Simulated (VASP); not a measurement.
Band structure of Pd (fcc). All values below come from SCAN meta-GGA, VASP's PBE PAW potentials (set 64) (plane waves; VASP).

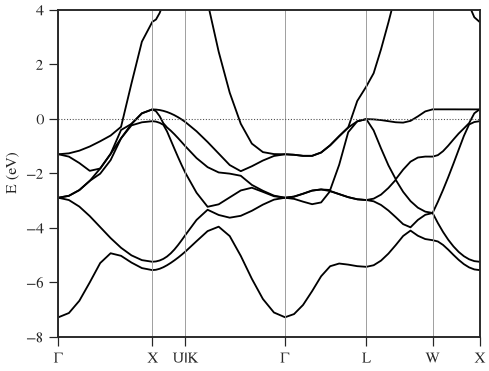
Figure: Bands along high-symmetry lines, zero at the valence-band maximum or, without a gap, the Fermi level

Read the plot: is there a gap, and where are the band edges?

It has no gap at this level: it comes out as a metal or semimetal.

The compound is Pd in the fcc structure. It was relaxed first.
